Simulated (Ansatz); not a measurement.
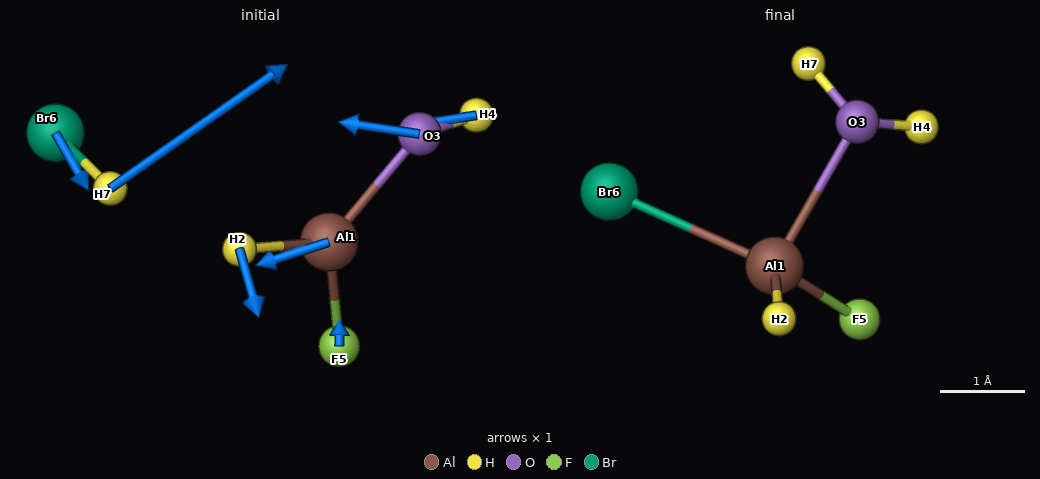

The structure of AlH3OBrF before (left) and after (right) a relaxation, at one scale. The blue arrows give the displacements, at their true length.

A ball-and-stick model, seen face on.

The run prepares an end point of a later path (reaction) calculation, from a guessed geometry.

Level of theory: RKS PBE0/def2-SVP (Ansatz). Settings: no spin polarisation; force threshold 0.03 eV/Å; at most 50 steps.

Question: Describe what moved and what it gained.

Answer: The relaxation stopped without meeting its thresholds, so the last structure isn't shown to be converged. It used up its limit of 50 steps. H7 moves most after the best rigid fit: 2.68 Å. By element the largest moves are H 2.68 Å, O 1.00 Å, Al 0.94 Å, Br 0.81 Å, F 0.32 Å. Among the contacts that change: O3–H7 3.771 → 0.972 Å, Br6–H7 1.503 → 2.861 Å, Al1–Br6 3.607 → 2.295 Å, Al1–O3 1.682 → 1.985 Å. New bonds form, among them: Al1–Br6 (3.61 → 2.29 Å), O3–H7 (3.77 → 0.97 Å). Bonds break, among them: Br6–H7 (1.50 → 2.86 Å). Among the angles between lasting bonds that change: O3–Al1–F5 122.3° → 92.0°, Al1–O3–H4 129.1° → 109.4°, H2–Al1–O3 118.4° → 108.8°. Over 43 accepted moves (49 points after the start) the energy falls by 152.4 kJ/mol. The largest force component goes from 1.4 to 0.17 eV/Å. The line search rejected the trial steps at points 2, 15, 19, 22, 31, 45 of the run. The forces were under the threshold at step 23, but the run went on from there. The run took 2.2 min on 2 threads of Arm Neoverse V1, on a shared host, peak memory 0.19 GiB.
